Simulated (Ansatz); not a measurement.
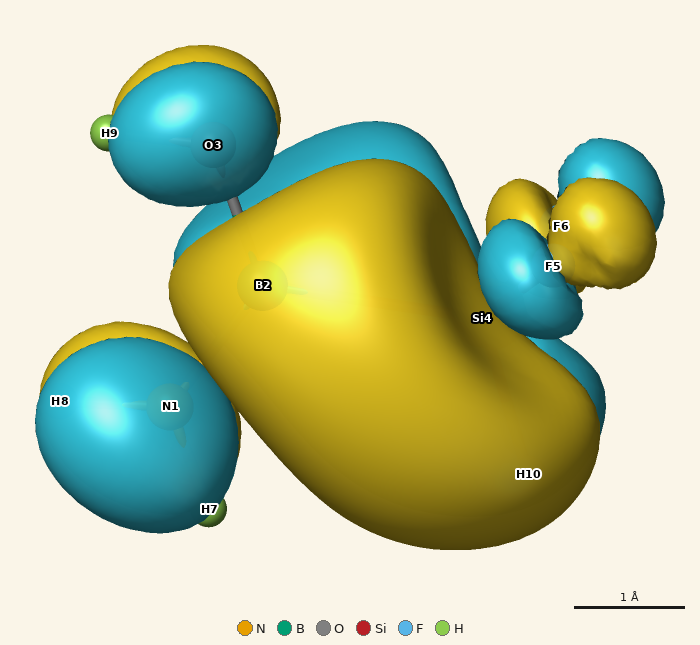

*BF2H4NOSi (SMILES NB(O)[SiH](F)F). One frontier orbital at ±0.06 Å⁻³ᐟ² (yellow and cyan are the two phases), seen across its widest extent.*

Geometry: PBE0-D4/def2-TZVP.

Level of theory: RKS PBE0-D4/def2-TZVPP in Ansatz.

```xyz
10

N     0.6421   -1.2400    0.7170
B     0.4670    0.0874    0.2975
O     1.3015    1.1113    0.6462
Si   -1.1096    0.5280   -0.8944
F    -0.6287    1.1491   -2.2835
F    -2.0608    1.6156   -0.2168
H     0.0146   -1.9774    0.4481
H     1.3936   -1.5576    1.3088
H     2.0391    0.8666    1.2123
H    -1.9757   -0.6343   -1.2322
```

Which orbital is it: HOMO or LUMO?

Answer. The LUMO, at −0.39 eV. Its weight (Hirshfeld) is mainly on Si4 (about 35 %), B2 (about 30 %), N1 (about 10 %) and O3 (about 5 %); π-bonding across Si4–B2.
